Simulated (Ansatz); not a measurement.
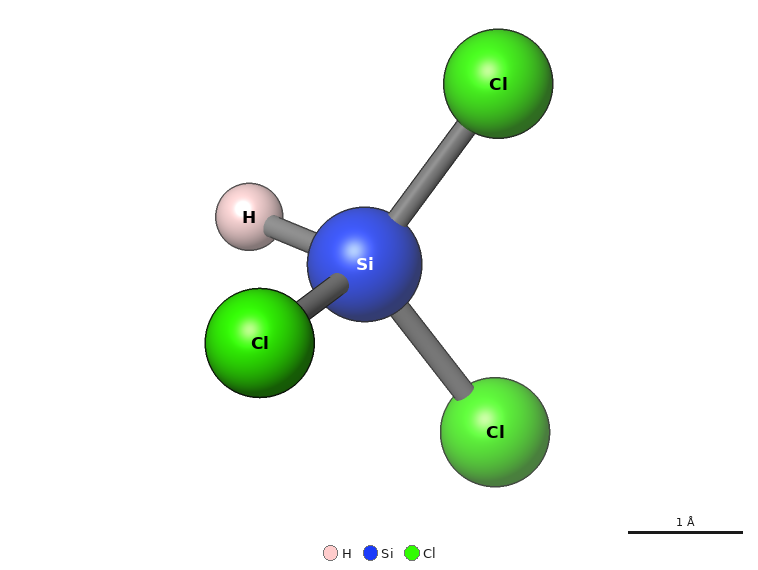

Depth is shown by fading: the farther an atom, the more it takes the colour of the background. Computed geometry: PBE0-D4/def2-TZVP optimisation. Masses are those of the most abundant isotopes; constants are for the rigid equilibrium geometry.

Classify the rotor and give the rotational constants (cm⁻¹).

An oblate symmetric top (C3v): A = B = 0.0817, C = 0.0439 cm⁻¹.
